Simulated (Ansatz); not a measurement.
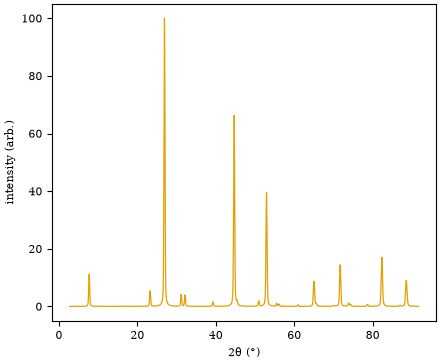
Figure: Simulated powder pattern, Cu Kα, λ = 1.54184 Å

The pattern belongs to a structure relaxed with DFT-PBE in the program Ansatz with PAW potentials.

### Question
Which of these materials gives this?
A. AlGaAs2, P-4m2 (Pearson symbol tP8)
B. AlMo2C, P6_3/mmc (Al on 2d, Mo on 4f, C on 2a)
C. TaAs, I4_1md (Ta on 4a, As on 4a)
D. AlN, wurtzite

### Answer
A, AlGaAs2, P-4m2 (Pearson symbol tP8)

The start of the workflow was typed in or built on a structure type; neither database checked (COD, Materials Project) lists it. Whether it is the stable phase at ambient conditions was not checked. The PBE relaxation kept the symmetry of its start; whether a distortion lowers the energy is not shown.

Potentials: the earlier of the program's two PAW sets.
